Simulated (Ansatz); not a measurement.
## Electronic structure of FH$_{2}$NSi in real space

Input

```
crystal:
  periodic: [false, false, false]
  atoms:
    - { symbol: "N", position_ang: [-0.65213, -1.04178, 0.13387] }
    - { symbol: Si, position_ang: [0.34316, 0.2128, 0.0785] }
    - { symbol: F, position_ang: [0.23867, 1.66602, -0.61643] }
    - { symbol: H, position_ang: [-1.5626, -1.09888, -0.29657] }
    - { symbol: H, position_ang: [1.63289, 0.26185, 0.70063] }
basis:
  gaussian: { orbitals: cc-pVDZ }
hamiltonian:
  xc: b3lyp
  dispersion: d4
relax:
  f_tol: 0.02
  max_steps: 50
output:
  orbitals: {}
```

Run with:

```sh
ansatz run input.yaml --threads 1 --pin off --max-ram 2048MiB --backend cpu --events-out ev --progress --plain --runs-dir out
```

The fields are those of the run's last geometry, not of the input's.

Level of theory: Ansatz, RKS B3LYP-D4/cc-pVDZ.

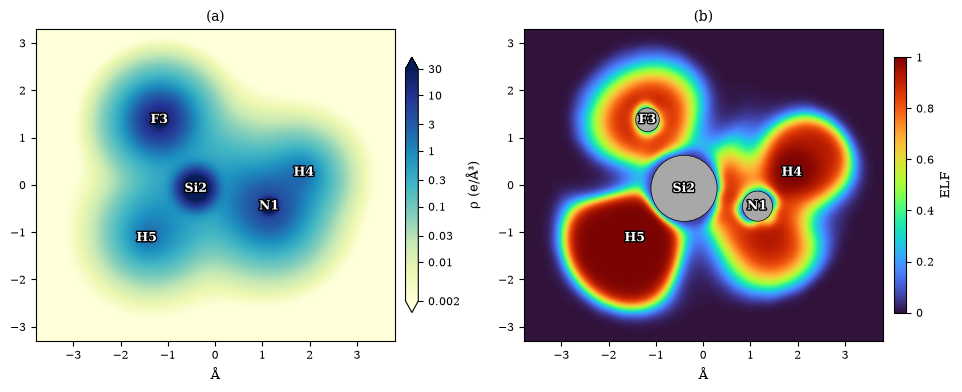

Figure 1. (a) electron density; (b) ELF on the molecular plane. Grey discs cover the atomic cores in the ELF map.

Q: Read the bonding off the picture.

A: Atoms in the plane: N, Si, F and H. Si–N (1.60 Å): ρ at the midpoint is about 1.3 e/Å³; the ELF peaks at about 0.85 between the atoms, as expected for a polar covalent bond. Si–F (1.64 Å): ρ is about 0.9 e/Å³ halfway; the ELF peaks at about 0.85 in the valence shell of F, 0.6 Å from its nucleus, and is about 0.40 at the midpoint. N–H (1.02 Å): ρ is about 2.7 e/Å³ halfway; the ELF climbs to about 1 towards the hydrogen, as it does in any bond to H; an ordinary covalent bond to hydrogen. Si–H (1.47 Å): ρ is about 0.78 e/Å³ halfway; the ELF climbs to about 1 towards the hydrogen. The ELF also peaks beside N1 and F3, away from the bonds: lone-pair regions.

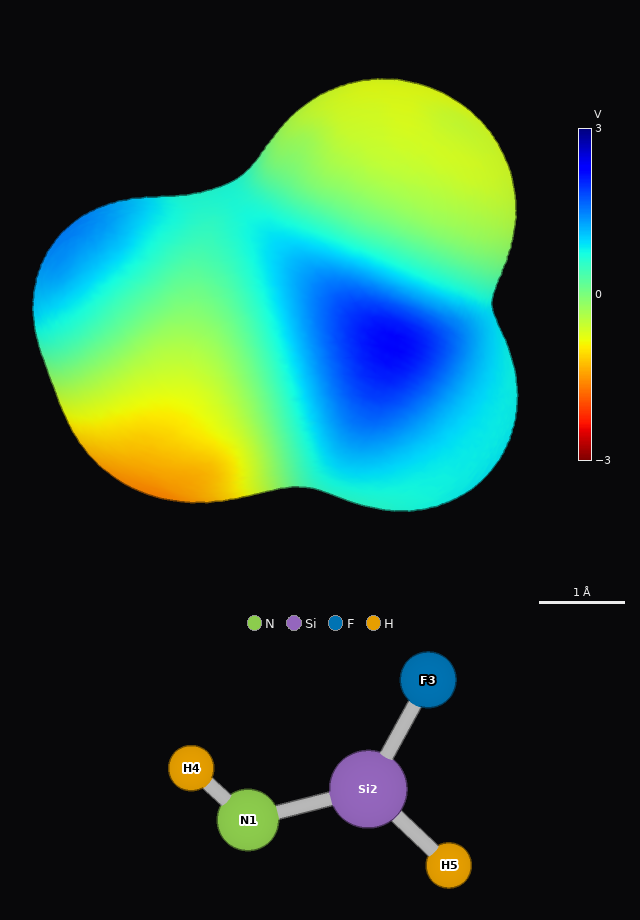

Figure 2. The molecular electrostatic potential painted on the density surface at 0.002 e/bohr³, seen at a tilt; the colour scale runs from red (negative) to blue (positive). The bare structure is drawn below in the same view.

Q: Where is the surface potential most negative and most positive?

A: The most negative region (about −1.7 V, or −39 kcal/mol for a unit charge) lies over N1, the most positive (about +2.2 V, or +51 kcal/mol for a unit charge) over Si2. N1 is the likeliest acceptor of a hydrogen bond.

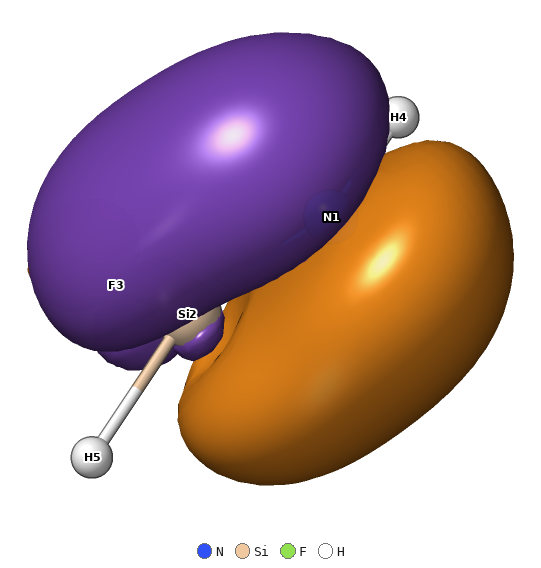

Figure 3. The HOMO at ±0.1 Å⁻³ᐟ² (orange and purple are the two phases), seen at an oblique angle.

Q: Where does this orbital lie, and at what energy?

A: By Hirshfeld shares it lies mainly on N1 (about 60 %) and Si2 (about 30 %); it changes sign across the molecular plane (π type); π-bonding across N1–Si2. Its energy is −7.50 eV.

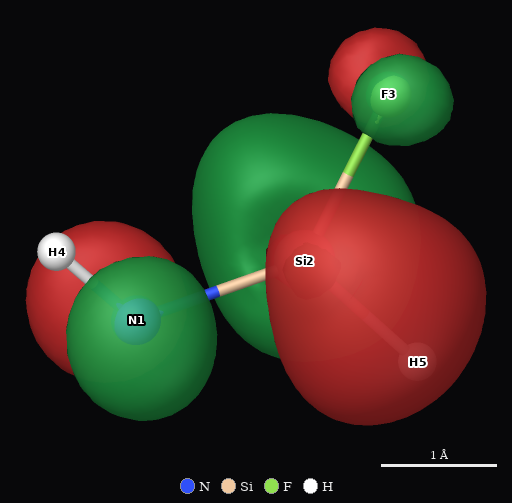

Figure 4. The LUMO at ±0.15 Å⁻³ᐟ² (green and red are the two phases), seen at a tilt.

Q: Where does this orbital lie, and at what energy?

A: It lies mainly on Si2 (about 60 %), N1 (about 25 %) and F3 (about 5 %); it changes sign across the molecular plane (π type); π-antibonding (a node) across N1–Si2. Its energy is −1.12 eV.
